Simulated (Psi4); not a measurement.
**ZrO (SMILES [O][Zr]): r2SCAN/def2-SVP (density fitting with def2-universal-jkfit, core potential, sweep point 3)**

What is the vertical ionisation energy of ZrO at r2SCAN/def2-SVP (density fitting with def2-universal-jkfit, core potential, sweep point 3)? 

The calculation is run with Psi4 1.11.

## 1. The molecule

ZrO: 2 atoms, total charge 0, spin state singlet. As SMILES, `[O][Zr]`. Geometry: the measured bond length.

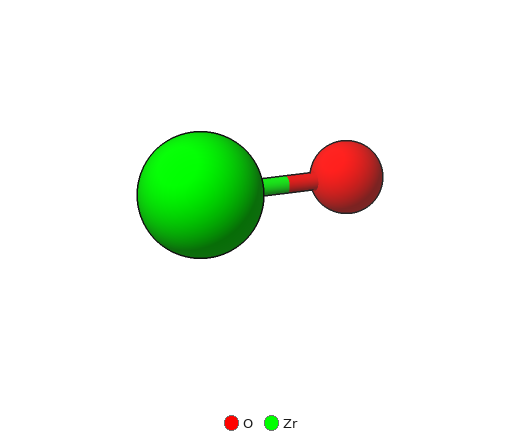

The structure, seen from a chosen angle (oxygen red, zirconium green).

## 2. The energy at r2SCAN/def2-SVP (density fitting with def2-universal-jkfit, core potential, sweep point 3)

Input file calc.inp:

```
memory 1600 MB

molecule system {
  0 1
  O      0.00000000     0.00000000     0.00000000
  Zr     0.00000000     0.00000000     3.23445523
  units au
  symmetry c1
}

set {
  puream               true
  scf_type             df
  dft_radial_points    99
  dft_spherical_points 590
  df_basis_scf         def2-universal-jkfit
}

E, wfn = energy("r2scan/def2-SVP", return_wfn=True)
```

The run is started by

```bash
$ psi4 calc.inp calc.out -n 1
```

calc.out, shortened:

```text
[...]
    !!!  WARNING: ECP capability is in beta. Please check occupations closely.  !!!
[...]
  Running in c1 symmetry.
[...]
  Nuclear repulsion =   29.680423185205132
[...]
  Multiplicity = 1
[...]
  Nalpha       = 10
  Nbeta        = 10
[...]
    Number of basis functions: 45
[...]
   @DF-RKS iter   1:  -121.68304883428573   -8.32619e-02   2.06395e-02 ADIIS/DIIS
[...]
   @DF-RKS iter  11:  -122.14454432165644   -2.63984e-09   2.28521e-07 DIIS
[...]
    Orbital Energies [Eh]
    ---------------------
    Doubly Occupied:
       1A    -18.975291     2A     -2.144366     3A     -1.306875
       4A     -1.286629     5A     -1.286627     6A     -0.827167
       7A     -0.330904     8A     -0.330903     9A     -0.324685
      10A     -0.172224
[...]
  @DF-RKS Final Energy:  -122.14454432165644
   => Energetics <=
    Nuclear Repulsion Energy =             29.6804231852051323
    One-Electron Energy =                -240.4574726967061338
    Two-Electron Energy =                 102.9253902688284654
    DFT Exchange-Correlation Energy =     -14.2928850789839128
    Empirical Dispersion Energy =           0.0000000000000000
    VV10 Nonlocal Energy =                  0.0000000000000000
    Total Energy =                       -122.1445443216564399
[...]
 Multipole Moments:
 ------------------------------------------------------------------------------------
     Multipole            Electronic (a.u.)      Nuclear  (a.u.)        Total (a.u.)
 ------------------------------------------------------------------------------------
 L = 1.  Multiply by 2.5417464519 to convert [e a0] to [Debye]
 Dipole X            :          0.0000022            0.0000000            0.0000022
 Dipole Y            :         -0.0000000            0.0000000           -0.0000000
 Dipole Z            :         17.0309553          -16.1050989            0.9258564
 Magnitude           :                                                    0.9258564
[...]
```

Wall time 4.2 s (1 thread of AMD EPYC 9R45 (Zen 5), shared host); peak memory 0.55 GiB.

## 3. The doublet cation

Input file ozr.inp:

```
memory 1600 mb

molecule {
  1 2
  O      0.00000000     0.00000000     0.00000000
  Zr     0.00000000     0.00000000     3.23445523
  units au
  symmetry c1
}

set basis def2-SVP
set reference uks
set puream true
set scf_type df
set dft_radial_points 99
set dft_spherical_points 590
set df_basis_scf def2-universal-jkfit
set maxiter 150

energy('r2scan')
```

The run is started by

```bash
$ psi4 ozr.inp ozr.out -n 1
```

ozr.out, shortened:

```text
[...]
    !!!  WARNING: ECP capability is in beta. Please check occupations closely.  !!!
[...]
  Running in c1 symmetry.
[...]
  Nuclear repulsion =   29.680423185205132
[...]
  Multiplicity = 2
[...]
  Nalpha       = 10
  Nbeta        = 9
[...]
    Number of basis functions: 45
[...]
   @DF-UKS iter   1:  -121.50659410350043    9.31928e-02   2.11649e-02 ADIIS/DIIS
[...]
   @DF-UKS iter  13:  -121.91300103594772   -3.68754e-07   8.50379e-07 DIIS
[...]
   @S^2 Observed:                7.590271521E-01
[...]
    Orbital Energies [Eh]
    ---------------------
    Alpha Occupied:
       1A    -19.152679     2A     -2.310014     3A     -1.486692
       4A     -1.462111     5A     -1.455512     6A     -1.000988
       7A     -0.508395     8A     -0.505670     9A     -0.499842
      10A     -0.374451
    Alpha Virtual:
      11A     -0.336358    12A     -0.314675    13A     -0.269321
      14A     -0.265013    15A     -0.213938    16A     -0.162320
      17A     -0.155090    18A     -0.077628    19A     -0.051053
      20A      0.021355    21A      0.034335    22A      0.037225
      23A      0.039993    24A      0.064664    25A      0.065889
[...]
  @DF-UKS Final Energy:  -121.91300103594772
   => Energetics <=
    Nuclear Repulsion Energy =             29.6804231852051323
    One-Electron Energy =                -236.9067043193093696
    Two-Electron Energy =                  99.6226418460411622
    DFT Exchange-Correlation Energy =     -14.3093617478846458
    Empirical Dispersion Energy =           0.0000000000000000
    VV10 Nonlocal Energy =                  0.0000000000000000
    Total Energy =                       -121.9130010359477154
[...]
 Multipole Moments:
 ------------------------------------------------------------------------------------
     Multipole            Electronic (a.u.)      Nuclear  (a.u.)        Total (a.u.)
 ------------------------------------------------------------------------------------
 L = 1.  Multiply by 2.5417464519 to convert [e a0] to [Debye]
 Dipole X            :         -0.0000252            0.0000000           -0.0000252
 Dipole Y            :         -0.0000006            0.0000000           -0.0000006
 Dipole Z            :         18.4684243          -16.1050989            2.3633253
 Magnitude           :                                                    2.3633253
[...]
```

Run time: 6.6 s. Hardware: 1 thread of AMD EPYC 9R45 (Zen 5), shared host; peak memory 0.55 GiB.

## 4. Outcome

Level: r2SCAN/def2-SVP (density fitting with def2-universal-jkfit, core potential, sweep point 3).

```
                                          quantity          value
                         singlet ZrO: total energy  -122.14454 Eh
                        singlet ZrO: dipole moment         2.35 D
                          singlet ZrO: HOMO energy       -4.69 eV
                          singlet ZrO: LUMO energy       -4.21 eV
                        singlet ZrO: HOMO–LUMO gap        0.48 eV
                      doublet cation: total energy  -121.91300 Eh
doublet cation: HOMO energy (highest over α and β)      -10.19 eV
 doublet cation: LUMO energy (lowest over α and β)       -9.15 eV
                              doublet cation: ⟨S²⟩          0.759
vertical ionisation energy (to the doublet cation)       6.301 eV
```

The vertical ionisation energy comes to 6.30 eV (145 kcal/mol). −ε(HOMO) before ionisation, 4.69 eV, is 1.61 eV below this ionisation energy.
